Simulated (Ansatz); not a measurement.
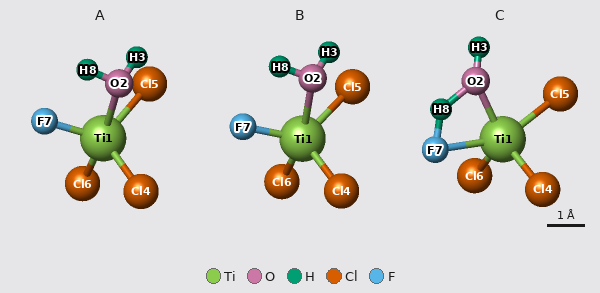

3 geometries from a converged minimum-energy path of TiH2OCl3F, shuffled. Style: ball-and-stick. Shown at a tilt.

All numbers below come from RKS PBE-D4/def2-SVP in Ansatz. Run with 7 movable images; climbing image; force threshold 0.03 eV/Å; iteration limit 60; starting path through a guess of the saddle point.

> One of them is the converged climbing image. Which?

C. In order along the path, whose images run from 0 to 8: C (image 1, +11.6 kJ/mol), B (image 7, −62.0 kJ/mol), A (image 8, −64.5 kJ/mol). A hydrogen atom shifts from one atom to another. Breaking: F7–H8 (0.97 → 1.12 at the top → 2.30 Å). Forming: O2–H8 (1.64 → 1.25 at the top → 0.98 Å).

The run took 3.7 min on 4 threads of Arm Neoverse V1 (shared host), peak memory 0.22 GiB.
